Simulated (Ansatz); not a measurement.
```
Cd Mo
1.0
     4.03916    0.00000    0.00000
     0.00000    4.03916    0.00000
     0.00000    0.00000    4.03916
Cd Mo
1 3
Direct
  0.00000 0.00000 0.00000
  0.00000 0.50000 0.50000
  0.50000 0.00000 0.50000
  0.50000 0.50000 0.00000
```

Space group Pm-3m; started from the Cu3Au (L1_2)_221 prototype, which need not be the ambient phase; computed without spin polarisation.

All numbers below come from DFT PBE, scalar-relativistic, plane waves, PAW in Ansatz.

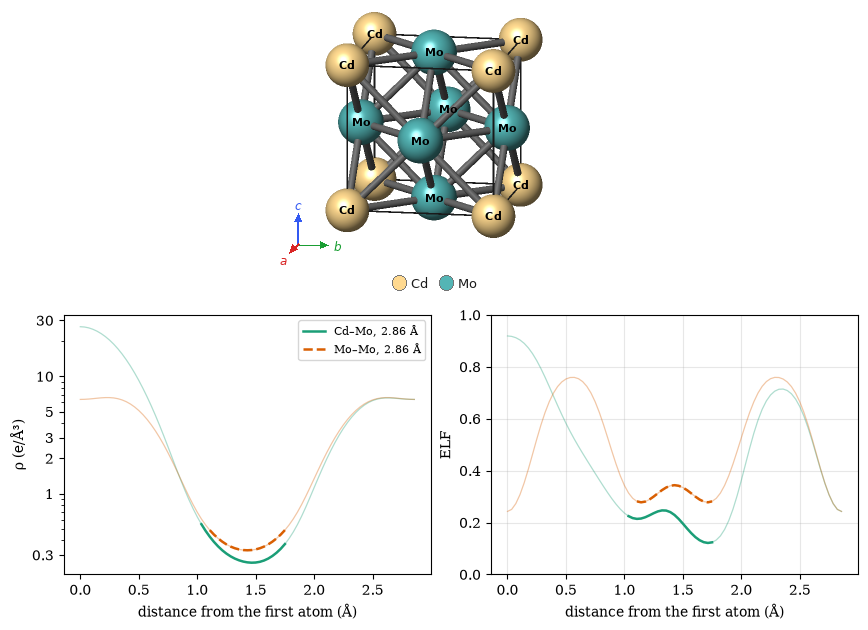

CdMo3. Valence electron density and ELF along straight lines between neighbouring atoms. Thin, pale parts lie inside the atomic spheres. The structure is drawn too.

Core electrons are frozen (PAW), and the valence fields are smoothed inside the atomic spheres.

Question: Compare the contacts.

Answer: Cd–Mo (2.86 Å): the density is about 0.26 e/Å³ at the midpoint; the ELF is about 0.25 at the midpoint; no shared electron pair shows on this line.
Mo–Mo (2.86 Å): ρ is about 0.33 e/Å³ halfway; the ELF is about 0.35 at the midpoint.
